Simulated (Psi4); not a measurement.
# UB3LYP/6-31G(d) (spherical functions, sweep point 3) run of GeH3S (SMILES [SH][GeH2])

What is the vertical ionisation energy of GeH3S at UB3LYP/6-31G* (spherical functions, sweep point 3)? Input form: a Python script.

Program for the calculation: Psi4 1.11.

## (1) The molecule

GeH3S: 5 atoms, total charge 0, spin state doublet. SMILES: `[SH][GeH2]`. The shape is that of a PBE0-D4/def2-TZVP optimisation. This is one conformer, not always the lowest.

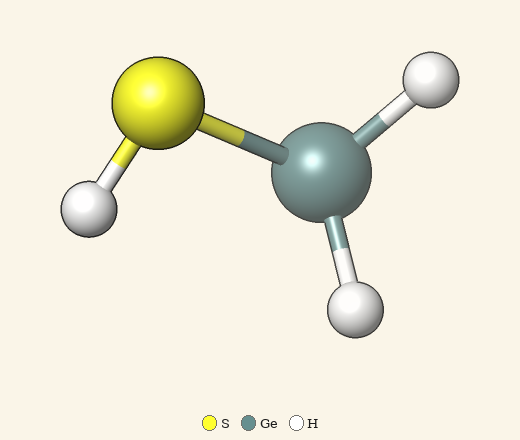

Viewed from a chosen angle; sulfur yellow, germanium teal, hydrogen white.

## (2) The energy at UB3LYP/6-31G(d) (spherical functions, sweep point 3)

calc.py reads:

```python
import psi4

psi4.set_memory('1600 MB')
psi4.set_num_threads(1)
psi4.set_output_file('run.log', False)

molecule = psi4.geometry("""
0 2
S      1.138600    -0.803200     0.659500
Ge    -0.389500     0.679300     0.030100
H      0.246200    -1.778900     0.894600
H     -1.364100     0.019600    -0.978800
H      0.418600     1.809400    -0.646900
symmetry c1
""")

psi4.set_options({
    'basis': '6-31G*',
    'reference': 'uks',
    'puream': True,
    'scf_type': 'pk',
    'dft_radial_points': 99,
    'dft_spherical_points': 590,
    'maxiter': 150,
})

energy_value = psi4.energy('B3LYP')
print(f'total energy {energy_value:.8f} hartree = {energy_value * 27.211386:.5f} eV')
for k, v in sorted(psi4.core.scalar_variables().items()):
    print(f'{k:45s} {v:18.10f}')
```

On the command line:

```console
$ python calc.py
```

run.log:

```text
[...]
  Running in c1 symmetry.
[...]
  Nuclear repulsion =  162.595028682439732
[...]
  Multiplicity = 2
[...]
  Nalpha       = 26
  Nbeta        = 25
[...]
    Number of basis functions: 56
[...]
   @UKS iter   1: -2475.13116155980379   -1.82206e+00   4.84933e-02 ADIIS/DIIS
[...]
   @UKS iter  10: -2476.73107092226746   -5.89826e-08   9.63601e-07 DIIS
[...]
   @S^2 Observed:                7.518990169E-01
[...]
    Orbital Energies [Eh]
    ---------------------
    Alpha Occupied:
       1A   -398.745375     2A    -88.866891     3A    -49.823239
       4A    -44.347641     5A    -44.346663     6A    -44.345997
       7A     -7.946888     8A     -6.253183     9A     -5.909710
      10A     -5.907266    11A     -5.902401    12A     -4.425325
      13A     -4.423105    14A     -4.421279    15A     -1.228623
      16A     -1.226945    17A     -1.225946    18A     -1.225040
      19A     -1.223607    20A     -0.744232    21A     -0.547167
      22A     -0.421031    23A     -0.357058    24A     -0.337800
      25A     -0.288301    26A     -0.210636
    Alpha Virtual:
[...]
  @UKS Final Energy: -2476.73107092226746
   => Energetics <=
    Nuclear Repulsion Energy =            162.5950286824397324
    One-Electron Energy =               -3769.5299635381265944
    Two-Electron Energy =                1215.3825417130763071
    DFT Exchange-Correlation Energy =     -85.1786777796567520
    Empirical Dispersion Energy =           0.0000000000000000
    VV10 Nonlocal Energy =                  0.0000000000000000
    Total Energy =                      -2476.7310709222674632
[...]
 Multipole Moments:
 ------------------------------------------------------------------------------------
     Multipole            Electronic (a.u.)      Nuclear  (a.u.)        Total (a.u.)
 ------------------------------------------------------------------------------------
 L = 1.  Multiply by 2.5417464519 to convert [e a0] to [Debye]
 Dipole X            :         -3.8896961            3.4401093           -0.4495868
 Dipole Y            :          4.7881610           -4.8669008           -0.0787398
 Dipole Z            :         -0.4965914            0.4043580           -0.0922333
 Magnitude           :                                                    0.4656557
[...]
```

Standard output:

```text
total energy -2476.73107092 hartree = -67395.28519 eV
CURRENT ENERGY                                  -2476.7310709223
CURRENT REFERENCE ENERGY                        -2476.7310709223
DD SOLVATION ENERGY                                 0.0000000000
DFT FUNCTIONAL TOTAL ENERGY                     -2476.7310709223
DFT TOTAL ENERGY                                -2476.7310709223
DFT VV10 ENERGY                                     0.0000000000
DFT XC ENERGY                                     -85.1786777797
GRID ELECTRONS ALPHA                               26.0000000011
GRID ELECTRONS BETA                                25.0000000083
GRID ELECTRONS TOTAL                               51.0000000093
NUCLEAR REPULSION ENERGY                          162.5950286824
ONE-ELECTRON ENERGY                             -3769.5299635381
PCM POLARIZATION ENERGY                             0.0000000000
PE ENERGY                                           0.0000000000
SCF ITERATION ENERGY                            -2476.7310709223
SCF ITERATIONS                                     10.0000000000
SCF TOTAL ENERGY                                -2476.7310709223
TWO-ELECTRON ENERGY                              1215.3825417131
XC GRID RADIAL POINTS                              99.0000000000
XC GRID SPHERICAL POINTS                          590.0000000000
XC GRID TOTAL POINTS                           278391.0000000000
```

Wall time 8.7 s (1 thread of Intel Xeon Platinum 8488C (Sapphire Rapids), shared host); peak memory 0.6 GiB.

## (3) The singlet cation

calc.py reads:

```python
import psi4

psi4.set_memory(1600000000)
psi4.set_num_threads(1)
psi4.set_output_file('psi4.out', False)

geom = psi4.geometry("""
1 1
S      1.138600    -0.803200     0.659500
Ge    -0.389500     0.679300     0.030100
H      0.246200    -1.778900     0.894600
H     -1.364100     0.019600    -0.978800
H      0.418600     1.809400    -0.646900
units angstrom
symmetry c1
""")

psi4.set_options(dict(basis='6-31G*', reference='rks', puream=True, scf_type='pk', dft_radial_points=99, dft_spherical_points=590))

e_tot, wfn = psi4.energy("B3LYP", molecule=geom, return_wfn=True)
print(f'total energy {e_tot:.8f} hartree = {e_tot * 27.211386:.5f} eV')
```

On the command line:

```console
$ python calc.py
```

psi4.out:

```text
[...]
  Running in c1 symmetry.
[...]
  Nuclear repulsion =  162.595028682439732
[...]
  Multiplicity = 1
[...]
  Nalpha       = 25
  Nbeta        = 25
[...]
    Number of basis functions: 56
[...]
   @RKS iter   1: -2474.82978520474035   -1.52069e+00   4.85544e-02 ADIIS/DIIS
[...]
   @RKS iter  11: -2476.42965479297891   -6.18775e-09   3.28678e-07 DIIS
[...]
    Orbital Energies [Eh]
    ---------------------
    Doubly Occupied:
       1A   -399.024508     2A    -89.125755     3A    -50.101233
       4A    -44.626762     5A    -44.624200     6A    -44.623357
       7A     -8.203256     8A     -6.530155     9A     -6.165425
      10A     -6.163525    11A     -6.158927    12A     -4.705700
      13A     -4.698537    14A     -4.695906    15A     -1.506149
      16A     -1.505628    17A     -1.503148    18A     -1.498257
      19A     -1.497542    20A     -0.982928    21A     -0.786124
      22A     -0.651582    23A     -0.589286    24A     -0.569867
      25A     -0.515946
[...]
  @RKS Final Energy: -2476.42965479297891
   => Energetics <=
    Nuclear Repulsion Energy =            162.5950286824397324
    One-Electron Energy =               -3756.0934455776314280
    Two-Electron Energy =                1201.9945594851667465
    DFT Exchange-Correlation Energy =     -84.9257973829540447
    Empirical Dispersion Energy =           0.0000000000000000
    VV10 Nonlocal Energy =                  0.0000000000000000
    Total Energy =                      -2476.4296547929793633
[...]
 Multipole Moments:
 ------------------------------------------------------------------------------------
     Multipole            Electronic (a.u.)      Nuclear  (a.u.)        Total (a.u.)
 ------------------------------------------------------------------------------------
 L = 1.  Multiply by 2.5417464519 to convert [e a0] to [Debye]
 Dipole X            :         -4.0084712            3.4401093           -0.5683618
 Dipole Y            :          4.7354692           -4.8669008           -0.1314316
 Dipole Z            :         -0.4175665            0.4043580           -0.0132085
 Magnitude           :                                                    0.5835100
[...]
```

The script printed:

```text
total energy -2476.42965479 hartree = -67387.08324 eV
```

It took 6.6 s on 1 thread of Intel Xeon Platinum 8488C (Sapphire Rapids), shared host; peak memory 0.6 GiB.

## (4) Outcome

At UB3LYP/6-31G* (spherical functions, sweep point 3):

| quantity | value |
| --- | --- |
| doublet GeH3S: total energy | -2476.73107 Eh |
| doublet GeH3S: dipole moment | 1.18 D |
| doublet GeH3S: HOMO energy (highest over α and β) | -5.73 eV |
| doublet GeH3S: LUMO energy (lowest over α and β) | -3.26 eV |
| doublet GeH3S: ⟨S²⟩ | 0.752 |
| singlet cation: total energy | -2476.42965 Eh |
| singlet cation: HOMO energy | -14.04 eV |
| singlet cation: LUMO energy | -10.63 eV |
| singlet cation: HOMO–LUMO gap | 3.41 eV |
| vertical ionisation energy (to the singlet cation) | 8.202 eV |

Removing an electron at fixed nuclei costs 8.20 eV (791 kJ/mol). Only the singlet of the ionised species was computed; a triplet could lie lower.
